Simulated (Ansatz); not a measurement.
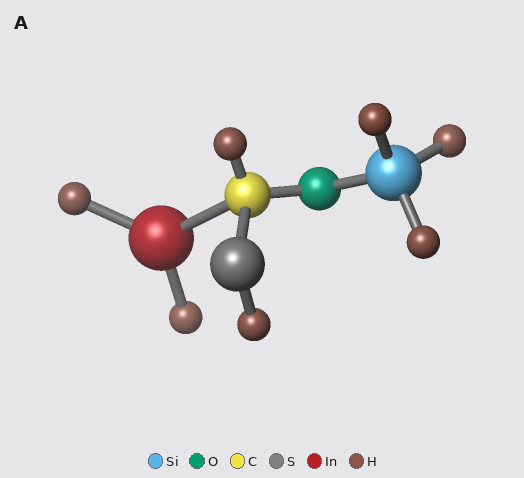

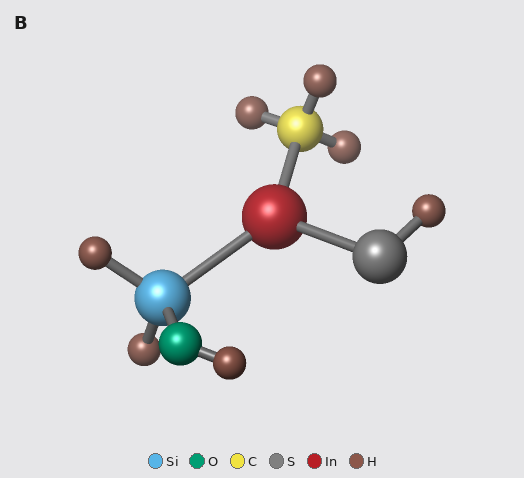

2 stationary structures of one formula. Geometries: PBE0-D4/def2-TZVP. Electronic energies: CCSD(T)/CBS (MP2 limit from def2-TZVPP and def2-QZVPP plus CCSD(T) − MP2) (Ansatz 0.2.0), without zero-point energy. No frequency run is at hand to confirm each as a minimum. Each is one conformer, not always the lowest.

Are they conformers, stereoisomers or constitutional isomers?

They are constitutional isomers of CH7InOSSi: A `[SiH3]O[C@H](S)[InH2]`, B `[CH3][In]([SH])[SiH2]O`.

Which structure is the most stable?

B is lowest; A lies 2.815 eV above it.

Give E(B) − E(A) in eV at these levels too: PBE-D4/def2-TZVPP; r2SCAN-D4/def2-TZVPP; PBE0-D4/def2-TZVPP; ωB97X-V/def2-TZVPP; CCSD(T)/CBS (MP2 limit from def2-TZVPP and def2-QZVPP plus CCSD(T) − MP2); RHF-CCSD(T) (frozen core)/def2-TZVPP; B3LYP-D4/def2-TZVPP; ωB97M-V/def2-TZVPP.

```
                                                                    level  E(B) − E(A) (eV)
                                                        PBE-D4/def2-TZVPP            −2.726
                                                     r2SCAN-D4/def2-TZVPP            −2.770
                                                       PBE0-D4/def2-TZVPP            −2.797
                                                       ωB97X-V/def2-TZVPP            −2.672
CCSD(T)/CBS (MP2 limit from def2-TZVPP and def2-QZVPP plus CCSD(T) − MP2)            −2.815
                                     RHF-CCSD(T) (frozen core)/def2-TZVPP            −2.756
                                                      B3LYP-D4/def2-TZVPP            −2.712
                                                       ωB97M-V/def2-TZVPP            −2.703
```
